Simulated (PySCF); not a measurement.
# C₄H₂N₂S: excited states, first hyperpolarisability

What do calculations give for the excited states, first hyperpolarisability of C₄H₂N₂S (`N#Cc1nccs1`)?

Programs: PySCF 2.14.0, with routines of our own; each step states its level. All values are computed. Atoms count from 0.

## (1) The system as given

9 atoms, charge 0, multiplicity 1; geometry from: GFN2-xTB.

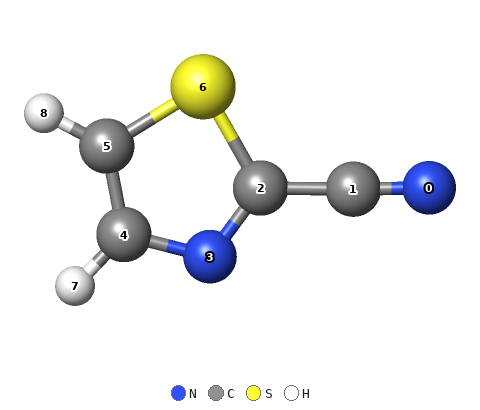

The starting geometry (nitrogen blue, carbon grey, sulfur yellow, hydrogen white).

## (2) Geometry optimisation at PBE0-D3(BJ)/def2-SVP

The job: settings as JSON, then the geometry in Å.

```
{"job": {"xc": "PBE0", "basis": "def2-SVP", "d3": "d3bj", "grid": 2, "kind": "geom"}, "charge": 0, "multiplicity": 1}
N      3.287663    -0.947988     0.462815
C      2.191658    -0.652897     0.301959
C      0.861738    -0.253416     0.117276
N     -0.107260    -1.014769    -0.269457
C     -1.267213    -0.346913    -0.353591
C     -1.202332     0.976290    -0.022487
S      0.391054     1.417849     0.418789
H     -2.150565    -0.873050    -0.665833
H     -1.991182     1.700888    -0.014650
```

On the command line:

```bash
$ OMP_NUM_THREADS=1 python excited_run.py task.json out
```

One launch serves the whole session: the jobs run in the order shown.

Output:

```text
step   0  E = -660.53333051  max force = 0.032093
step   1  E = -660.53523213  max force = 0.004573
step   2  E = -660.53525968  max force = 0.001211
step   3  E = -660.53526160  max force = 0.000854
step   4  E = -660.53526490  max force = 0.000335
optimisation converged
```

It took 31 s on 1 thread of Intel Xeon Platinum 8259CL at 2.50GHz, shared host; peak memory 0.62 GiB.

Relaxation path:

| step | energy from step 0 (eV) | largest force component (eV/Å) |
| --- | --- | --- |
| 0 | 0.0000 | 1.6503 |
| 1 | -0.0517 | 0.2352 |
| 2 | -0.0525 | 0.0623 |
| 3 | -0.0525 | 0.0439 |
| 4 | -0.0526 | 0.0172 |

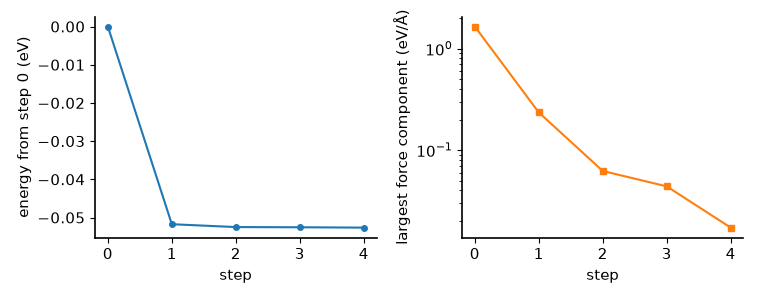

Energy and force, step by step.

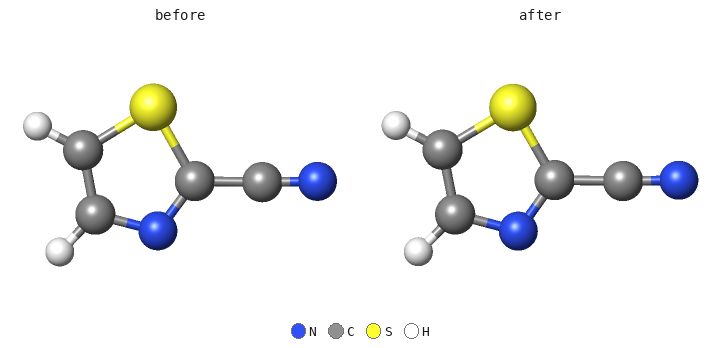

The geometry before (left) and after (right).

Close pairs (by a distance rule), those that changed most:

| bond | before (Å) | after (Å) | change (Å) |
| --- | --- | --- | --- |
| C1–C2 | 1.401 | 1.424 | +0.023 |
| C2–S6 | 1.762 | 1.740 | -0.022 |
| C5–H8 | 1.071 | 1.089 | +0.018 |
| C4–H7 | 1.075 | 1.091 | +0.016 |
| N3–C4 | 1.341 | 1.355 | +0.014 |
| C2–N3 | 1.292 | 1.305 | +0.013 |
| N0–C1 | 1.146 | 1.159 | +0.013 |
| C4–C5 | 1.366 | 1.374 | +0.009 |

The next job starts from the end point, and lists it.

| at the end point | value |
| --- | --- |
| point group (found at 0.08 Å tolerance) | Cs |
| rotational constants (GHz, main isotopes) | 5.464, 1.879, 1.398 |
| dipole moment (D) | 4.97 |

## (3) Excited states: TDA wB97X-D/def2-TZVPD

The job: settings as JSON, then the geometry in Å.

```
{"job": {"kind": "states", "xc": "wB97X-D", "basis": "def2-TZVPD", "tda": true, "soc": true, "nstates": 6, "ntriplets": 5, "nquad": 4}, "charge": 0, "multiplicity": 1}
N      3.336826    -0.863194     0.638959
C      2.228655    -0.564245     0.476410
C      0.876486    -0.160557     0.287675
N     -0.085308    -0.950038    -0.105390
C     -1.254948    -0.270583    -0.188911
C     -1.195876     1.061234     0.144125
S      0.398835     1.486332     0.583319
H     -2.160765    -0.789820    -0.505189
H     -2.000596     1.794620     0.150487
```

With the program's defaults for keys left out, this is: TDA wB97X-D/def2-TZVPD excited states, vertical, gas phase, spin-orbit mean-field couplings.

Output:

```text
coarse grid: 9336 points
cycle   1  E = -661.2049391238  dE =  1.535e+00  |g| = 6.150e-01  |ddm| = 3.592e+00
cycle   2  E = -661.0865893209  dE =  1.183e-01  |g| = 1.020e+00  |ddm| = 1.841e+00
cycle   3  E = -661.3023321715  dE = -2.157e-01  |g| = 7.008e-02  |ddm| = 8.860e-01
cycle   4  E = -661.3028743738  dE = -5.422e-04  |g| = 5.944e-02  |ddm| = 1.703e-01
cycle   5  E = -661.3036291236  dE = -7.547e-04  |g| = 1.343e-02  |ddm| = 7.718e-02
cycle   6  E = -661.3036726664  dE = -4.354e-05  |g| = 5.179e-03  |ddm| = 2.895e-02
cycle   7  E = -661.3036810998  dE = -8.433e-06  |g| = 1.369e-03  |ddm| = 1.310e-02
final grid: 89312 points
cycle   8  E = -661.2947628715  dE = -1.675e-04  |g| = 7.597e-03  |ddm| = 4.759e-01
cycle   9  E = -661.2947589663  dE =  3.905e-06  |g| = 8.421e-03  |ddm| = 4.378e-02
cycle  10  E = -661.2947719096  dE = -1.294e-05  |g| = 2.037e-03  |ddm| = 9.098e-03
cycle  11  E = -661.2947726752  dE = -7.656e-07  |g| = 6.660e-04  |ddm| = 2.763e-03
cycle  12  E = -661.2947727753  dE = -1.001e-07  |g| = 2.611e-04  |ddm| = 1.505e-03
cycle  13  E = -661.2947727921  dE = -1.682e-08  |g| = 8.444e-05  |ddm| = 5.167e-04
cycle  14  E = -661.2947727942  dE = -2.021e-09  |g| = 1.735e-05  |ddm| = 1.373e-04
cycle  15  E = -661.2947727944  dE = -2.328e-10  |g| = 5.511e-06  |ddm| = 9.487e-05
converged SCF energy = -661.2947727944

Singlet excitations
state   eV       nm        f     d(h-e)  d(exc)  Lambda  PR(NTO)  |dmu|/D   mu/D   main configurations
  1   5.1128   242.5   0.00029   0.997   2.682   0.499   1.008    2.185    5.844   H-1->L 0.98
  2   5.2423   236.5   0.25615   0.491   2.864   0.764   1.231    1.155    6.198   H->L 0.87
  3   6.0418   205.2   0.00002   1.092   2.951   0.347   1.061    2.870    5.335   H->L+1 0.54, H->L+2 0.30
  4   6.1809   200.6   0.08210   0.203   2.771   0.718   1.481    0.389    5.331   H-2->L 0.77, H->L+4 0.09
  5   6.4080   193.5   0.00001   0.934   2.897   0.392   1.702                     H-3->L 0.67, H->L+3 0.12
  6   6.5533   189.2   0.00083   0.328   3.003   0.389   1.881                     H->L+3 0.42, H-3->L 0.24, H->L+5 0.18

Triplet excitations (Tamm-Dancoff)
state   eV     d(h-e)  d(exc)  Lambda  PR(NTO)   main configurations
  1   3.3834   0.349   2.724   0.789   1.054   H->L 0.94
  2   4.5564   0.969   2.583   0.495   1.010   H-1->L 0.93
  3   4.6148   0.497   2.590   0.750   1.023   H-2->L 0.95
  4   5.3629   0.401   2.458   0.719   1.528   H->L+4 0.71, H-4->L 0.16
  5   5.7208   0.885   2.826   0.352   1.186   H->L+1 0.46, H->L+2 0.27
S1 - T1 = 1.7295 eV

Spin-orbit couplings |<S|Hso|T>| (cm-1)
             T1       T2       T3       T4       T5
S0        0.354   72.443    0.755    0.059   79.127
S1       23.803    0.662   48.785   15.254    2.067
S2        0.114   38.302    0.476    0.137   56.263
S3       47.681    0.932   11.688   10.950    2.323
S4        0.079   47.101    0.190    0.010   14.267
S5       16.225    5.263   31.233    4.399    9.659
S6        5.122    1.930    7.680    8.759   16.003
T1 sublevels (cm-1): 0.000 0.013 0.038   radiative rates (1/s): 0.0397 0.0164 0.0671
```

Wall time 58 s (1 thread of Intel Xeon Platinum 8259CL at 2.50GHz, shared host); peak memory 1 GiB.

From this job:

| quantity | value |
| --- | --- |
| S1 less T1 | 1.73 eV |

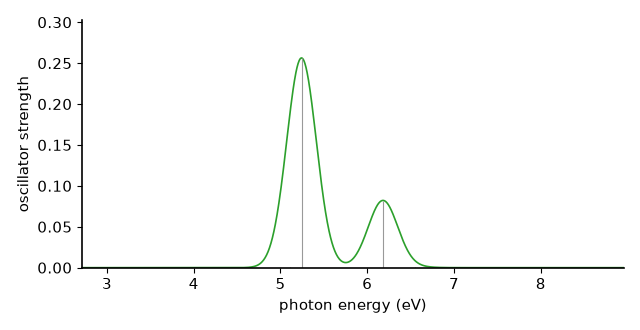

Absorption lines of the singlets. Lines are broadened to a width of 0.40 eV (Gaussian).

## (4) Excited states: TDDFT CAM-B3LYP/def2-TZVPD

Settings changed since step 3:

```diff
@@ -1,2 +1,2 @@
-{"job": {"kind": "states", "xc": "wB97X-D", "basis": "def2-TZVPD", "tda": true, "soc": true, "nstates": 6, "ntriplets": 5, "nquad": 4}, "charge": 0, "multiplicity": 1}
+{"job": {"kind": "states", "xc": "CAM-B3LYP", "basis": "def2-TZVPD", "tpa": true, "nstates": 8, "nquad": 6, "ntriplets": 0}, "charge": 0, "multiplicity": 1}
 N      3.336826    -0.863194     0.638959
```

Level: TDDFT CAM-B3LYP/def2-TZVPD excited states, vertical, gas phase, two-photon moments by quadratic response.

Output:

```text
coarse grid: 9336 points
cycle   1  E = -661.1979963304  dE =  1.485e+00  |g| = 5.796e-01  |ddm| = 3.611e+00
cycle   2  E = -661.0442190224  dE =  1.538e-01  |g| = 1.071e+00  |ddm| = 1.383e+00
cycle   3  E = -661.2829434012  dE = -2.387e-01  |g| = 7.013e-02  |ddm| = 7.144e-01
cycle   4  E = -661.2832011526  dE = -2.578e-04  |g| = 6.738e-02  |ddm| = 1.520e-01
cycle   5  E = -661.2841344437  dE = -9.333e-04  |g| = 1.429e-02  |ddm| = 6.601e-02
cycle   6  E = -661.2841798448  dE = -4.540e-05  |g| = 5.195e-03  |ddm| = 2.417e-02
cycle   7  E = -661.2841875575  dE = -7.713e-06  |g| = 1.282e-03  |ddm| = 9.795e-03
final grid: 89312 points
cycle   8  E = -661.2779578119  dE = -2.235e-05  |g| = 2.123e-03  |ddm| = 1.474e-01
cycle   9  E = -661.2779581255  dE = -3.136e-07  |g| = 1.708e-03  |ddm| = 1.002e-02
cycle  10  E = -661.2779586917  dE = -5.662e-07  |g| = 5.142e-04  |ddm| = 2.332e-03
cycle  11  E = -661.2779587477  dE = -5.593e-08  |g| = 2.097e-04  |ddm| = 7.636e-04
cycle  12  E = -661.2779587571  dE = -9.472e-09  |g| = 8.792e-05  |ddm| = 2.293e-04
cycle  13  E = -661.2779587588  dE = -1.699e-09  |g| = 3.009e-05  |ddm| = 1.181e-04
cycle  14  E = -661.2779587591  dE = -2.381e-10  |g| = 1.248e-05  |ddm| = 4.341e-05
converged SCF energy = -661.2779587591

Singlet excitations
state   eV       nm        f     d(h-e)  d(exc)  Lambda  PR(NTO)  |dmu|/D   mu/D   delta(TPA)   sigma/GM   main configurations
  1   4.9811   248.9   0.20009   0.490   2.853   0.760   1.267    1.238    6.309       38.04      0.346   H->L 0.94
  2   5.0898   243.6   0.00019   0.997   2.686   0.497   1.011    2.248    5.916        0.38      0.004   H-1->L 0.98
  3   5.9787   207.4   0.00018   1.173   3.013   0.359   1.051    3.137    5.224        0.30      0.004   H->L+1 0.54, H->L+2 0.29
  4   5.9812   207.3   0.06154   0.246   2.744   0.715   1.497    0.549    5.711       34.68      0.455   H-2->L 0.84
  5   6.3639   194.8   0.00005   0.576   2.963   0.383   2.108    1.808    3.464        0.81      0.012   H-3->L 0.50, H->L+3 0.20, H->L+5 0.12
  6   6.4993   190.8   0.00108   0.271   3.003   0.382   2.169    0.868    4.450        1.78      0.028   H-3->L 0.40, H->L+3 0.29, H->L+5 0.15
  7   6.8636   180.6   0.00206   0.945   2.898   0.365   1.252                                            H-2->L+1 0.48, H-2->L+2 0.22, H->L+1 0.10
  8   6.9426   178.6   0.00342   0.845   3.832   0.373   1.224                                            H->L+2 0.58, H->L+1 0.18, H->L+5 0.10
```

Run time: 64 s. Hardware: 1 thread of Intel Xeon Platinum 8259CL at 2.50GHz, shared host; peak memory 1.1 GiB.

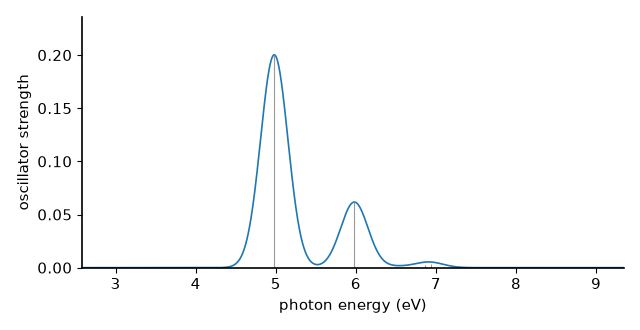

Absorption lines of the singlets. Lines are broadened to a width of 0.40 eV (Gaussian).

## (5) First hyperpolarisability: quadratic response CAM-B3LYP/def2-TZVPD

Settings changed since step 4:

```diff
@@ -1,2 +1,2 @@
-{"job": {"kind": "states", "xc": "CAM-B3LYP", "basis": "def2-TZVPD", "tpa": true, "nstates": 8, "nquad": 6, "ntriplets": 0}, "charge": 0, "multiplicity": 1}
+{"job": {"kind": "beta", "xc": "CAM-B3LYP", "basis": "def2-TZVPD"}, "charge": 0, "multiplicity": 1}
 N      3.336826    -0.863194     0.638959
```

Method: quadratic response CAM-B3LYP/def2-TZVPD first hyperpolarisability, Taylor convention, gas phase.

Output:

```text
coarse grid: 9336 points
cycle   1  E = -661.1979963304  dE =  1.485e+00  |g| = 5.796e-01  |ddm| = 3.611e+00
cycle   2  E = -661.0442190224  dE =  1.538e-01  |g| = 1.071e+00  |ddm| = 1.383e+00
cycle   3  E = -661.2829434013  dE = -2.387e-01  |g| = 7.013e-02  |ddm| = 7.144e-01
cycle   4  E = -661.2832011526  dE = -2.578e-04  |g| = 6.738e-02  |ddm| = 1.520e-01
cycle   5  E = -661.2841344437  dE = -9.333e-04  |g| = 1.429e-02  |ddm| = 6.601e-02
cycle   6  E = -661.2841798448  dE = -4.540e-05  |g| = 5.195e-03  |ddm| = 2.417e-02
cycle   7  E = -661.2841875575  dE = -7.713e-06  |g| = 1.282e-03  |ddm| = 9.795e-03
final grid: 89312 points
cycle   8  E = -661.2779578119  dE = -2.235e-05  |g| = 2.123e-03  |ddm| = 1.474e-01
cycle   9  E = -661.2779581255  dE = -3.136e-07  |g| = 1.708e-03  |ddm| = 1.002e-02
cycle  10  E = -661.2779586917  dE = -5.662e-07  |g| = 5.142e-04  |ddm| = 2.332e-03
cycle  11  E = -661.2779587477  dE = -5.593e-08  |g| = 2.097e-04  |ddm| = 7.636e-04
cycle  12  E = -661.2779587571  dE = -9.471e-09  |g| = 8.792e-05  |ddm| = 2.293e-04
cycle  13  E = -661.2779587588  dE = -1.699e-09  |g| = 3.009e-05  |ddm| = 1.181e-04
cycle  14  E = -661.2779587591  dE = -2.364e-10  |g| = 1.248e-05  |ddm| = 4.341e-05
converged SCF energy = -661.2779587591

Lowest singlets (eV, f): 4.9811 0.2001  5.0898 0.0002  5.9787 0.0002

First hyperpolarisability (au)
process     nm      |vector|   parallel      HRS      DR
static         -      116.93      21.71      65.54   2.667
shg       1907.0      124.72      26.73      70.03   2.688
eope      1907.0      119.38      23.28          -       -
shg       1064.0      148.15      41.94       82.9   2.761
eope      1064.0      125.33      27.12          -       -
```

It took 51 s on 1 thread of Intel Xeon Platinum 8259CL at 2.50GHz, shared host; peak memory 1 GiB.

## (6) What came out

```
                                                  quantity                                                value
                                               point group                                                   Cs
                      rotational constants (main isotopes)                                 5.46, 1.88, 1.40 GHz
               S1 less T1 (step 3, TDA wB97X-D/def2-TZVPD)                                              1.73 eV
β vector (step 5, quadratic response CAM-B3LYP/def2-TZVPD)  static 117, SHG 1907.0 nm 125, SHG 1064.0 nm 148 au
```

The optimisation took 4 steps and gained 0.053 eV; among the close pairs (by a distance rule), C1–C2 changed most, from 1.401 to 1.424 Å. No frequency check was run at this level, so the end point may be a saddle. In step 3, the number of triplets below S1 is 3, and the largest singlet-triplet spin-orbit coupling is S0–T5, 79.13 cm⁻¹. In step 4 some excited states are degenerate or nearly so. β grows from 117 au (static) to 148 au for doubling at 1064.0 nm: normal dispersion, which grows as twice the photon energy moves toward the bright states.
